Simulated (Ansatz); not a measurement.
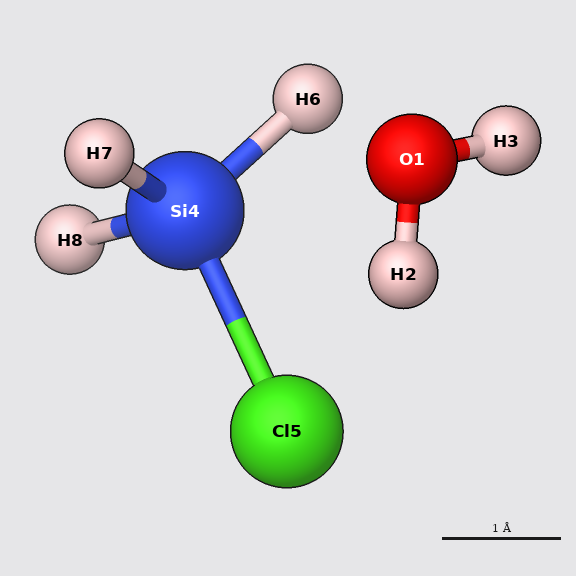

The geometry was computed by an optimisation with PBE-D4/def2-SVP. No frequency run is at hand to confirm it as a minimum.

Estimate the angles H2–O1–H3, Cl5–Si4–H6, Cl5–Si4–H7, Cl5–Si4–H8, H6–Si4–H7, H6–Si4–H8, H7–Si4–H8.

```tsv
angle	degrees
H2–O1–H3	101.8
Cl5–Si4–H6	109.9
Cl5–Si4–H7	110.1
Cl5–Si4–H8	104.9
H6–Si4–H7	113.6
H6–Si4–H8	108.4
H7–Si4–H8	109.5
```
